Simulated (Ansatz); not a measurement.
# Meshes and cutoff for the phonons of BeZn2P2 (built on the sites of a database entry of CaZn2P2)

Aim: how dense must the meshes and how high the cutoff be for the phonons of BeZn2P2 (built on the sites of a database entry of CaZn2P2)?

Method: DFT PBEsol, scalar-relativistic, plane waves, PAW, in Ansatz 0.2.0.

The structure was built from a prototype and need not be the compound's stable phase.

**1. Starting point**

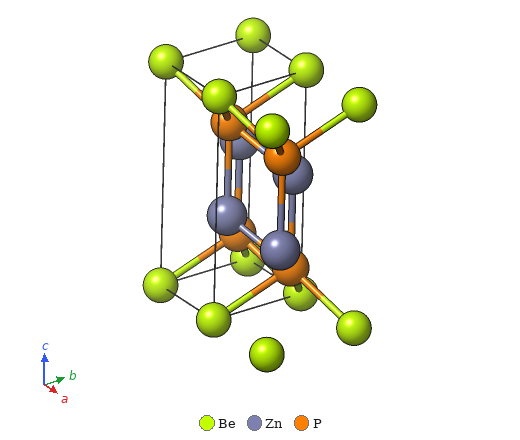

The starting structure, seen slightly off an axis (beryllium green, zinc blue, phosphorus orange). 2×1×1 cells are drawn. Bonds to atoms that aren't drawn are left out. Some periodic images of atoms are drawn too.

**2. Relaxing to small forces for the phonons**

Phonons need a cell at rest on their own settings, so the relaxation is repeated with tight tolerances on forces and stress, using the mesh and the filling of the phonon run that follows.

The input, input.yaml:

```yaml
crystal:
  lattice:
    - [3.7323571941, -3.0522e-06, 0.0]
    - [-1.8661759538, 3.2323176722, 0.0]
    - [0.0, 0.0, 6.0872102074]
  atoms:
    - { symbol: Be, position: [0.0, 0.0, 0.0] }
    - { symbol: Zn, position: [0.3333333333, 0.6666666667, 0.6239930623] }
    - { symbol: Zn, position: [0.6666666667, 0.3333333333, 0.3760069377] }
    - { symbol: P, position: [0.3333333333, 0.6666666667, 0.206779415] }
    - { symbol: P, position: [0.6666666667, 0.3333333333, 0.793220585] }
kpoints:
  mp_grid: { grid: [9, 9, 6] }
hamiltonian:
  xc: pbesol
scf:
  occupations: { method: methfessel_paxton, width: 0.15 }
output:
  forces: true
  stress: true
  eigenvalues: true
relax:
  adjacent_minimum: "off"
  f_tol: 0.001
  max_steps: 60
  cell: { stress_tol: 0.01 }
```

Command:

```bash
$ ansatz run input.yaml --threads 8 --pin off --max-ram 14336MiB --backend cpu --events-out ev --progress --plain --runs-dir out
```

Numbers of over 12 decimals in the logs are rounded to 6 here.

The log of the run:

```text
Engine: ansatz 0.2.0, aarch64-unknown-linux-gnu
Pseudopotentials: kind: paw
Pseudopotential: Be, paw, valence charge 2, recommended cutoff 420 eV (normal), Be.paw.azcp
Pseudopotential: Zn, paw, valence charge 12, recommended cutoff 420 eV (normal), Zn.paw.azcp
Pseudopotential: P, paw, valence charge 5, recommended cutoff 420 eV (normal), P.paw.azcp
Functional definition: PBEsol
  exchange = pbesol_x
[...]
cell:  # Å, volume = 73.4430 Å³
    - [3.732744, -3.0524971939095235e-6, 0]
    - [-1.866369, 3.232652, 0]
    - [0, 0, 6.086439]
  atoms:
    - { symbol: Be, position: [0, 0, 0] }
    - { symbol: Zn, position: [0.333333, 0.666667, 0.624077] }
    - { symbol: Zn, position: [0.666667, 0.333333, 0.375923] }
    - { symbol: P, position: [0.333333, 0.666667, 0.206929] }
    - { symbol: P, position: [0.666667, 0.333333, 0.793071] }
[key lines of the parts left out:]
SCF converged after 6 iterations
Free energy (F): -8132.088942 eV
Fermi energy:    9.384908 eV
P = ⅓ Tr σ = 0.0003 GPa (0.003 kbar)
```

The job ended after 5.3 s (8 threads of Arm Neoverse V2, shared host; peak memory 0.49 GiB; 32 s of CPU time).

Little changed from the start: no atom moved by 0.005 Å and no cell edge by 0.1 %.

Numbers from this step:

- pressure: 3.07e-4 GPa
- volume per atom: 14.69 Å³
- gap on the k-mesh: 0 eV

The largest force component left is 0.48 meV/Å and the pressure is 0.000 GPa, within the tolerances set. The cell now holds 14.69 Å³/atom.

**3. Response at finite wavevector**

Stability and thermal properties need the whole zone. Linear response on a 3×3×2 q mesh gives force constants as far as a supercell of that size would.

The input, input.yaml:

```yaml
crystal:
  lattice:
    - [3.7327437306, -3.0525e-06, 0.0]
    - [-1.8663692218, 3.2326524228, 0.0]
    - [0.0, 0.0, 6.0864390006]
  atoms:
    - { symbol: Be, position: [0.0, 0.0, 0.0] }
    - { symbol: Zn, position: [0.3333333333, 0.6666666667, 0.6240765723] }
    - { symbol: Zn, position: [0.6666666667, 0.3333333333, 0.3759234277] }
    - { symbol: P, position: [0.3333333333, 0.6666666667, 0.2069294324] }
    - { symbol: P, position: [0.6666666667, 0.3333333333, 0.7930705676] }
kpoints:
  mp_grid: { grid: [9, 9, 6] }
hamiltonian:
  xc: pbesol
scf:
  occupations: { method: methfessel_paxton, width: 0.15 }
output:
  eigenvalues: true
phonons:
  method: dfpt
  qmesh: [3, 3, 2]
  temperatures: { t_max: 1000, t_step: 50 }
  qpath:
    path:
      - [[0.0, 0.0, 0.0], [0.5, 0.0, 0.0], [0.33333333, 0.33333333, 0.0], [0.0, 0.0, 0.0], [0.0, 0.0, 0.5], [0.5, 0.0, 0.5], [0.33333333, 0.33333333, 0.5], [0.0, 0.0, 0.5]]
      - [[0.5, 0.0, 0.5], [0.5, 0.0, 0.0]]
      - [[0.33333333, 0.33333333, 0.5], [0.33333333, 0.33333333, 0.0]]
    npoints: 10
```

The log of the run:

```text
Warning: phonons: the dynamical matrix that this run interpolates holds no multipole term above the dipole-dipole one, and a site of this crystal is no centre of inversion, so its interpolated transverse optical and acoustic branches and sound speeds can stay off near Gamma, and the density of states and the thermodynamics with them. What a run solves at a wave vector of phonons.qpoints, Gamma apart, where the deck admits one, is free of this, and under fd what a larger phonons.supercell samples
[...]
Crystal: 5 atoms, lattice volume = 73.443 Å³
Basis set: ecut = 420 eV, 1437 PW (Γ), exchange–correlation on 50×50×90 points (8 copies of the dense FFT grid, shifted against one another)
Bands: 23, of which v1, the nominal top of the filled ones, is band 18 counted from 1 (17 counted from 0)
Symmetry: 12 space group operations
k-points: 62 of 486
[...]
SCF iter   1: F=—  HF=-8132.092074 eV  |F-HF|=—  |Δ(HF+E_count)|=         —  Δρ=4.09e-3  dr2=1.05e-2  ethr=1.77e-3  ⟨swp⟩=6.3  Hψ=7783  notcnv=0
[...]
SCF iter  11: F=-8132.088942 eV  HF=-8132.088942 eV  |F-HF|=5.46e-12  |Δ(HF+E_count)|=  2.73e-12  S|Δr|=    0.00e0  Δρ=4.26e-8  dr2=1.49e-12  ethr=1.00e-12  ⟨swp⟩=9.3  Hψ=7748  notcnv=0
SCF 1 converged in 11 iterations: F = -8132.088942 eV  dr2 = 1.49e-12
[...]
SCF iter   7: F=-8132.088942 eV  HF=-8132.088942 eV  |F-HF|=9.09e-13  |Δ(HF+E_count)|=  5.46e-12  S|Δr|=    0.00e0  Δρ=7.93e-8  dr2=5.20e-12  ethr=1.00e-12  ⟨swp⟩=4.2  Hψ=3915  notcnv=0
SCF 2 converged in 7 iterations: F = -8132.088942 eV  dr2 = 5.20e-12
phonons: the bands overlap, so this run is a metal and interpolates without the dipole-dipole term. If the crystal is really an insulator or semiconductor, its LO-TO splitting is missing
NSCF: frozen V_eff on 62 k-points
[...]
DFPT response loops at q = (0, 0, 0) (fractional): preconditioner auto → Kerker (q_TF=auto, 2.423 Å⁻¹) (partly filled bands, converged f_vac=0.000); β = 1.00, the filter's whole step (`scf.mixing.beta` (0.50) is not read by the response loops under this deck's `scf.mixing.preconditioner`; to damp them name `kerker` or `kerker_dos`, under which they read `scf.mixing.beta`, and type it under 1.00, their step now; both keys bind the ground state too); Broyden in place of MSR1
[...]
SCF converged after 11 iterations
[...]
Free energy (F): -8132.088942 eV
[...]
Internal energy: -8132.089842 eV  (E = F + TS)
E sigma→0 (E₀):  -8132.089167 eV
Entropy (-TS):   0.000901 eV (0.180 meV/atom)
Fermi energy:    9.384908 eV
[...]
--- Band table (eV; the first three rows and the last of 62) ---
  k-point 0: bands = [... 14 lower, 8.4537, 9.1038, 9.1038, 9.5075, 11.1626, 11.2260, 12.5679, 12.5679, ... 1 higher]
  k-point 1: bands = [... 14 lower, 8.5128, 8.5847, 9.1008, 9.1008, 11.1315, 11.9901, 12.2146, 12.2146, ... 1 higher]
  k-point 2: bands = [... 14 lower, 8.6542, 8.6542, 9.0809, 9.0809, 11.2766, 11.6997, 11.6997, 12.3210, ... 1 higher]
  k-point 61: bands = [... 14 lower, 4.3934, 4.4364, 8.0182, 8.0182, 10.8651, 10.8651, 11.9919, 12.6679, ... 1 higher]
--- Phonons (Γ-DFPT): 6 representative perturbations + reference (Σ response iterations 21) ---
  ASR residual: 1.023e-4 → 0.000e0 eV/Å²; symmetrization residual: 1.269e-5 eV/Å²
  ASR residual per site (eV/Å²): 1.02e-4 9.07e-6 9.07e-6 5.17e-6 5.17e-6
  Γ frequencies (cm⁻¹): -155.73 -155.73 0.00 0.00 0.00 88.57 88.57 104.84 166.64 220.14 220.14 225.79 225.79 287.16 293.81
--- Phonons (arbitrary-q DFPT): 6 irreducible q on the 3×3×2 mesh ---
  q = [0.0000, 0.0000, 0.0000] (star 1, of the zone-centre solve; hermiticity 2.12e-6, symmetrization 1.06e-6): -155.73 -155.73 -0.00 -0.00 0.00 88.57 88.57 104.84 166.64 220.14 220.14 225.79 225.79 287.16 293.81
  q = [0.0000, 0.0000, -0.5000] (star 1, 6 solved perturbations in 918 linear systems a pass and spin channel, the states on 244 of 486 k-point pairs; hermiticity 4.85e-7, symmetrization 1.59e-6): -105.80 -105.80 -50.18 -50.18 117.77 117.77 124.87 156.77 189.39 189.39 230.48 243.19 243.19 288.45 311.51
[...]
sum rule: each row above includes the acoustic sum rule's correction from the zone centre's row sums; it moved no ω² by more than (1.76 cm⁻¹)²
  mesh force constants: q→R imaginary residual 0.00e0; ASR residual 1.023e-4 → 0.000e0 eV/Å²; symmetrization residual 7.105e-15 eV/Å²
  interpolated dispersion: 93 rows × 15 modes
  density of states and harmonic sums: on the 21×21×10 q-mesh, interpolated from the force constants of a 3×3×2 supercell (no non-analytic term)
  largest difference from the sums on the solved wave vectors: F 1.20e-1 eV, S 1.57e-4 and C_V 3.83e-5 eV/K
  zero-point energy: 0.144005 eV/cell   skipped modes (ω ≤ 0): 1116, of them read as no rigid motion or as one in doubt: 1113 (2.505e0 modes/cell left out, lowest -155.73 cm⁻¹)   left out of the sums: 1.67e-1 of the cell's modes: C_V's classical limit lies that fraction below 3 k_B per atom; for a crystal, a wire or a layer, F and S can be off by more, and a phonons.interpolated_qmesh denser along its periods is the remedy for the sampling
```

Elapsed: 4.9 min, on 8 threads; peak memory 2.2 GiB.

This step gave:

```yaml
sum_rule_residual_before_enforcement: 1.02e-4 eV/Å²
lowest_frequency_on_the_path: -155.9 cm⁻¹
point_group: -3m
highest_frequency_on_the_path_or_at_a_solved_wavevector: 335.2 cm⁻¹
highest_optical_mode_at_the_zone_centre_no_lo_to_term: 293.8 cm⁻¹
lowest_optical_zone_centre_mode: -155.7 cm⁻¹
lowest_mode_on_the_q_mesh_acoustic_modes_at_gamma_apart: -155.7 cm⁻¹
```

Frequencies (cm⁻¹) solved at each irreducible wavevector; negative means imaginary. Frequencies by wavevector, by row:

```
q in reciprocal lattice units  star  mode 1  mode 2  mode 3  mode 4  mode 13  mode 14  mode 15
                        0 0 0     1  -155.7  -155.7       0       0    225.8    287.2    293.8
                     0 0 -0.5     1  -105.8  -105.8   -50.2   -50.2    243.2    288.4    311.5
                   0 0.3333 0     6  -144.2   -88.4   -39.4    73.1    266.7    289.9    317.6
                0 0.3333 -0.5     6  -120.8  -106.4   -63.3    65.9    285.4    291.9    310.1
              0.3333 0.3333 0     2    -150   -71.9   -71.9    82.2    289.5    289.5    311.4
           0.3333 0.3333 -0.5     2  -106.6    63.1    63.1    86.8      293      293    293.2
```

Interpolated from a 3×3×2 q mesh. Phonon branches along the path, in cm⁻¹:

```
    point  branch 1  branch 2  branch 3  branch 4  branch 12  branch 13  branch 14  branch 15
        Γ      -156      -156         0         0        226        226        287        294
        M      -150      -144       -69        86        248        273        328        332
        K      -150       -72       -72        82        257        290        290        311
        Γ      -156      -156         0         0        226        226        287        294
        A      -106      -106       -50       -50        243        243        288        312
        L      -156      -104       -58        80        250        301        320        321
        H      -107        63        63        87        290        293        293        293
        A      -106      -106       -50       -50        243        243        288        312
jump to L      -156      -104       -58        80        250        301        320        321
        M      -150      -144       -69        86        248        273        328        332
jump to H      -107        63        63        87        290        293        293        293
        K      -150       -72       -72        82        257        290        290        311
```

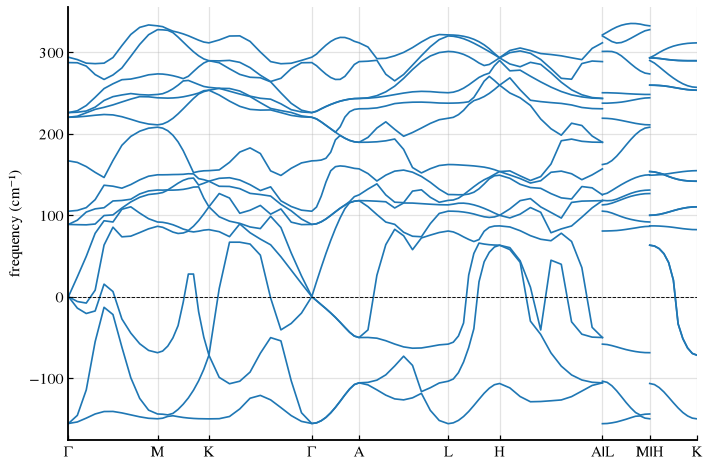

Phonon branches along the path.

Symmetry leaves 6 wavevectors to solve. The lowest mode among them, the acoustic zeros apart, lies at Γ and is imaginary, 155.7i cm⁻¹, so the energy falls along it.

**4. Another q mesh, k-mesh 10×10×6, q mesh 2×2×1**

The q mesh is changed to 2×2×1, to see how far the force constants must reach; the k mesh is 10×10×6, against 9×9×6 in the base run, so that the q mesh divides it.

Changes to input.yaml since step 3:

```diff
@@ -12,3 +12,3 @@
 kpoints:
-  mp_grid: { grid: [9, 9, 6] }
+  mp_grid: { grid: [10, 10, 6] }
 hamiltonian:
@@ -21,3 +21,3 @@
   method: dfpt
-  qmesh: [3, 3, 2]
+  qmesh: [2, 2, 1]
   temperatures: { t_max: 1000, t_step: 50 }
```

The log of the run:

```text
[...]
Crystal: 5 atoms, lattice volume = 73.443 Å³
Basis set: ecut = 420 eV, 1437 PW (Γ), exchange–correlation on 50×50×90 points (8 copies of the dense FFT grid, shifted against one another)
Bands: 23, of which v1, the nominal top of the filled ones, is band 18 counted from 1 (17 counted from 0)
Symmetry: 12 space group operations
k-points: 72 of 600
[...]
SCF iter   1: F=—  HF=-8132.092795 eV  |F-HF|=—  |Δ(HF+E_count)|=         —  Δρ=4.10e-3  dr2=1.09e-2  ethr=1.77e-3  ⟨swp⟩=6.3  Hψ=9023  notcnv=0
[...]
SCF iter  11: F=-8132.089569 eV  HF=-8132.089569 eV  |F-HF|=2.73e-12  |Δ(HF+E_count)|=  1.82e-12  S|Δr|=    0.00e0  Δρ=4.60e-8  dr2=1.83e-12  ethr=1.00e-12  ⟨swp⟩=9.5  Hψ=8891  notcnv=0
SCF 1 converged in 11 iterations: F = -8132.089569 eV  dr2 = 1.83e-12
[...]
SCF converged after 11 iterations
[...]
Free energy (F): -8132.089569 eV
[...]
Internal energy: -8132.088933 eV  (E = F + TS)
E sigma→0 (E₀):  -8132.089410 eV
Entropy (-TS):   -0.000636 eV (-0.127 meV/atom)
Fermi energy:    9.371608 eV
[...]
--- Band table (eV; the first three rows and the last of 72) ---
  k-point 0: bands = [... 14 lower, 8.4522, 9.1020, 9.1020, 9.5068, 11.1621, 11.2254, 12.5666, 12.5666, ... 1 higher]
  k-point 1: bands = [... 14 lower, 8.5113, 8.5842, 9.0990, 9.0990, 11.1309, 11.9895, 12.2135, 12.2135, ... 1 higher]
  k-point 2: bands = [... 14 lower, 8.6526, 8.6526, 9.0791, 9.0791, 11.2758, 11.6989, 11.6989, 12.3203, ... 1 higher]
  k-point 71: bands = [... 14 lower, 4.5495, 4.6080, 7.9239, 7.9499, 10.7684, 11.0189, 12.1451, 12.7624, ... 1 higher]
[...]
ASR residual: 1.072e-4 → 0.000e0 eV/Å²; symmetrization residual: 1.025e-5 eV/Å²
  ASR residual per site (eV/Å²): 1.07e-4 1.25e-5 1.25e-5 2.03e-5 2.03e-5
[...]
--- Phonons (arbitrary-q DFPT): 2 irreducible q on the 2×2×1 mesh ---
[...]
interpolated dispersion: 93 rows × 15 modes
[...]
```

Elapsed: 83 s, on 8 threads; peak memory 1.6 GiB.

This step gave:

| Property | Result |
| --- | --- |
| sum-rule residual before enforcement | 1.07e-4 eV/Å² |
| highest optical mode at the zone centre (no LO-TO term) | 293.6 cm⁻¹ |
| lowest optical zone-centre mode | -155.0 cm⁻¹ |
| lowest mode on the q mesh (acoustic modes at Γ apart) | -155.0 cm⁻¹ |
| highest frequency at a solved wavevector (no LO-TO term at Γ) | 314.3 cm⁻¹ |

Frequencies (cm⁻¹) solved at each irreducible wavevector; negative means imaginary. Frequencies by wavevector, by row:

```
q in reciprocal lattice units  star  mode 1  mode 2  mode 3  mode 4  mode 13  mode 14  mode 15
                        0 0 0     1    -155    -155       0       0    225.6    286.3    293.6
                     0 -0.5 0     3  -115.7  -106.5   -77.5    76.7    265.3    311.7    314.3
```

**5. Another k mesh, k-mesh 4×4×2, q mesh 2×2×2**

The k mesh is changed to 4×4×2 on a small fixed q mesh, to find the coarsest that serves.

Changes to input.yaml since step 4:

```diff
@@ -12,3 +12,3 @@
 kpoints:
-  mp_grid: { grid: [10, 10, 6] }
+  mp_grid: { grid: [4, 4, 2] }
 hamiltonian:
@@ -21,3 +21,3 @@
   method: dfpt
-  qmesh: [2, 2, 1]
+  qmesh: [2, 2, 2]
   temperatures: { t_max: 1000, t_step: 50 }
```

The log of the run:

```text
[...]
Crystal: 5 atoms, lattice volume = 73.443 Å³
Basis set: ecut = 420 eV, 1437 PW (Γ), exchange–correlation on 50×50×90 points (8 copies of the dense FFT grid, shifted against one another)
Bands: 23, of which v1, the nominal top of the filled ones, is band 18 counted from 1 (17 counted from 0)
Symmetry: 12 space group operations
k-points: 8 of 32
[...]
SCF iter   1: F=—  HF=-8131.830108 eV  |F-HF|=—  |Δ(HF+E_count)|=         —  Δρ=4.26e-3  dr2=1.25e-2  ethr=1.77e-3  ⟨swp⟩=6.5  Hψ=1003  notcnv=0
[...]
SCF iter  10: F=-8131.826422 eV  HF=-8131.826422 eV  |F-HF|=0.00e0  |Δ(HF+E_count)|=  1.18e-11  S|Δr|=    0.00e0  Δρ=4.79e-8  dr2=1.84e-12  ethr=1.00e-12  ⟨swp⟩=9.0  Hψ=971  notcnv=0
SCF 1 converged in 10 iterations: F = -8131.826422 eV  dr2 = 1.84e-12
[...]
SCF iter   6: F=-8131.826422 eV  HF=-8131.826422 eV  |F-HF|=3.64e-12  |Δ(HF+E_count)|=  4.55e-12  S|Δr|=    0.00e0  Δρ=9.15e-8  dr2=6.21e-12  ethr=1.00e-12  ⟨swp⟩=2.8  Hψ=529  notcnv=0
SCF 2 converged in 6 iterations: F = -8131.826422 eV  dr2 = 6.21e-12
[...]
SCF converged after 10 iterations
[...]
Free energy (F): -8131.826422 eV
[...]
Internal energy: -8131.828505 eV  (E = F + TS)
E sigma→0 (E₀):  -8131.826943 eV
Entropy (-TS):   0.002083 eV (0.417 meV/atom)
Fermi energy:    9.481988 eV
[...]
--- Band table (eV; the first three rows and the last of 8) ---
  k-point 0: bands = [... 14 lower, 8.4961, 9.1411, 9.1411, 9.5435, 11.1711, 11.2502, 12.5818, 12.5818, ... 1 higher]
  k-point 1: bands = [... 14 lower, 8.7854, 8.7854, 9.1041, 9.1041, 11.4107, 11.4854, 11.4854, 12.1752, ... 1 higher]
  k-point 2: bands = [... 14 lower, 6.8208, 6.8648, 8.6356, 9.2842, 10.3034, 11.7703, 12.5997, 12.6196, ... 1 higher]
  k-point 7: bands = [... 14 lower, 5.0585, 5.3530, 7.4830, 7.6668, 11.0388, 11.3756, 12.5534, 13.1665, ... 1 higher]
[...]
ASR residual: 1.049e-4 → 0.000e0 eV/Å²; symmetrization residual: 1.203e-5 eV/Å²
  ASR residual per site (eV/Å²): 1.05e-4 2.03e-5 2.03e-5 1.07e-5 1.07e-5
[...]
--- Phonons (arbitrary-q DFPT): 4 irreducible q on the 2×2×2 mesh ---
[...]
interpolated dispersion: 93 rows × 15 modes
[...]
```

It took 18 s on 8 threads; peak memory 0.56 GiB.

The run finished; it serves as a test, and its numbers are not taken as the result.

**6. Another k mesh, k-mesh 4×4×4, q mesh 2×2×2**

The k mesh is changed to 4×4×4 on a small fixed q mesh, to find the coarsest that serves.

Changes to input.yaml since step 5:

```diff
@@ -12,3 +12,3 @@
 kpoints:
-  mp_grid: { grid: [4, 4, 2] }
+  mp_grid: { grid: [4, 4, 4] }
 hamiltonian:
```

The log of the run:

```text
[...]
Crystal: 5 atoms, lattice volume = 73.443 Å³
Basis set: ecut = 420 eV, 1437 PW (Γ), exchange–correlation on 50×50×90 points (8 copies of the dense FFT grid, shifted against one another)
Bands: 23, of which v1, the nominal top of the filled ones, is band 18 counted from 1 (17 counted from 0)
Symmetry: 12 space group operations
k-points: 13 of 64
[...]
SCF iter   1: F=—  HF=-8131.836998 eV  |F-HF|=—  |Δ(HF+E_count)|=         —  Δρ=3.81e-3  dr2=9.00e-3  ethr=1.77e-3  ⟨swp⟩=6.4  Hψ=1624  notcnv=0
[...]
SCF iter  10: F=-8131.834451 eV  HF=-8131.834451 eV  |F-HF|=4.55e-12  |Δ(HF+E_count)|=  9.09e-13  S|Δr|=    0.00e0  Δρ=6.35e-8  dr2=4.46e-12  ethr=1.00e-12  ⟨swp⟩=8.3  Hψ=1791  notcnv=0
SCF 1 converged in 10 iterations: F = -8131.834451 eV  dr2 = 4.46e-12
[...]
SCF iter   6: F=-8131.834451 eV  HF=-8131.834451 eV  |F-HF|=0.00e0  |Δ(HF+E_count)|=  9.09e-12  S|Δr|=    0.00e0  Δρ=5.53e-8  dr2=2.27e-12  ethr=1.00e-12  ⟨swp⟩=3.6  Hψ=945  notcnv=0
SCF 2 converged in 6 iterations: F = -8131.834451 eV  dr2 = 2.27e-12
[...]
SCF converged after 10 iterations
[...]
Free energy (F): -8131.834451 eV
[...]
Internal energy: -8131.831866 eV  (E = F + TS)
E sigma→0 (E₀):  -8131.833804 eV
Entropy (-TS):   -0.002585 eV (-0.517 meV/atom)
Fermi energy:    9.327082 eV
[...]
--- Band table (eV; the first three rows and the last of 13) ---
  k-point 0: bands = [... 14 lower, 8.4854, 9.1347, 9.1347, 9.5430, 11.1701, 11.2462, 12.5795, 12.5795, ... 1 higher]
  k-point 1: bands = [... 14 lower, 8.6100, 8.6100, 9.1274, 9.1274, 11.2062, 11.9454, 11.9454, 12.3154, ... 1 higher]
  k-point 2: bands = [... 14 lower, 8.7766, 8.7766, 9.0927, 9.0927, 11.4109, 11.4882, 11.4882, 12.1717, ... 1 higher]
  k-point 12: bands = [... 14 lower, 5.0565, 5.3454, 7.4788, 7.6639, 11.0398, 11.3738, 12.5553, 13.1669, ... 1 higher]
[...]
ASR residual: 9.416e-5 → 0.000e0 eV/Å²; symmetrization residual: 9.551e-6 eV/Å²
  ASR residual per site (eV/Å²): 9.42e-5 3.03e-5 3.03e-5 7.54e-6 7.54e-6
[...]
--- Phonons (arbitrary-q DFPT): 4 irreducible q on the 2×2×2 mesh ---
[...]
interpolated dispersion: 93 rows × 15 modes
[...]
```

Elapsed: 28 s, on 8 threads; peak memory 0.61 GiB; 3.2 min of CPU time.

The run finished; it serves as a test, and its numbers are not taken as the result.

(Continued in part 2 of 3.)

[Logs are printed without paths, hosts, clocks, repeated set-up lines and the standing remarks that a program may print on its own settings, such as how far it seeks lower states.]

[Hosts, paths, dates, database ids (printed as entryN), source tags and the programs' standing remarks are cut or masked in the printed files.]
